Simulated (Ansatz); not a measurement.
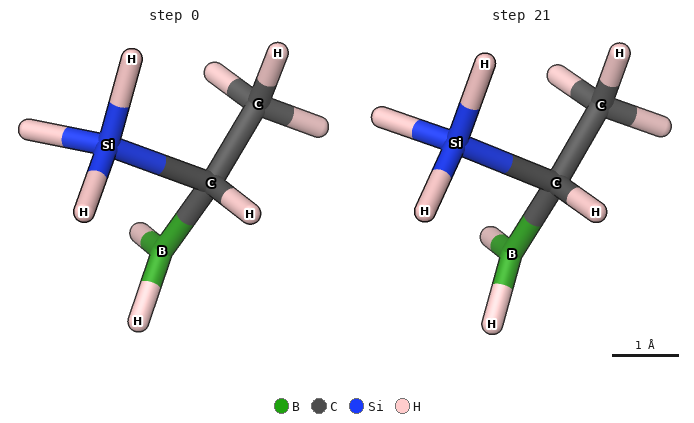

The structure of C2H9BSi before (left) and after (right) a relaxation, at one scale.

A stick model, seen from a free direction.

The start comes from PBE-D4/def2-SVP.

Theory: RKS PBE0-D4/def2-TZVP (Ansatz).

Input
```yaml
crystal:
  periodic: [false, false, false]
  atoms:
    - {symbol: B, position_ang: [-0.865457, 1.035376, -0.842364]}
    - {symbol: C, position_ang: [0.386230, 0.350166, -0.269604]}
    - {symbol: C, position_ang: [0.866269, 0.694027, 1.147390]}
    - {symbol: Si, position_ang: [-0.314712, -1.459844, -0.361815]}
    - {symbol: H, position_ang: [-1.123906, 0.956551, -2.032350]}
    - {symbol: H, position_ang: [-1.671451, 1.573123, -0.101242]}
    - {symbol: H, position_ang: [1.217031, 0.269497, -1.006985]}
    - {symbol: H, position_ang: [1.308516, 1.711416, 1.171184]}
    - {symbol: H, position_ang: [1.634428, -0.010817, 1.527947]}
    - {symbol: H, position_ang: [0.022751, 0.694015, 1.868561]}
    - {symbol: H, position_ang: [-0.271850, -1.984743, -1.767679]}
    - {symbol: H, position_ang: [-1.726018, -1.556959, 0.156211]}
    - {symbol: H, position_ang: [0.558468, -2.306609, 0.525544]}
basis:
  gaussian: {orbitals: def2-TZVP}
hamiltonian: {xc: pbe0, dispersion: d4}
relax: {f_tol: 0.005, max_steps: 150}
```

Launched with:
```bash
ansatz run in.yaml --threads 4 --pin off --events-out ev --progress --plain --max-ram 10444MiB
```

**Summarise the run.**

The energy falls by 1.11 kcal/mol in 20 accepted moves (21 points after the start). Largest force component: 0.49 eV/Å at the start, 0.0017 eV/Å at the end. The line search rejected the trial step at point 15 of the run. The forces were under the threshold at step 6, but the run went on from there. The atom that moves furthest after the best rigid fit is H12 (0.21 Å). By element the largest moves are H 0.21 Å, C 0.06 Å, B 0.05 Å, Si 0.04 Å. Near-neighbour distances that change, for instance: C2–Si4 1.943 → 1.911 Å, B1–H5 1.220 → 1.199 Å, Si4–H12 1.507 → 1.488 Å, C3–H10 1.110 → 1.093 Å. Bond angles that change, for instance: B1–C2–Si4 96.0° → 100.2°.
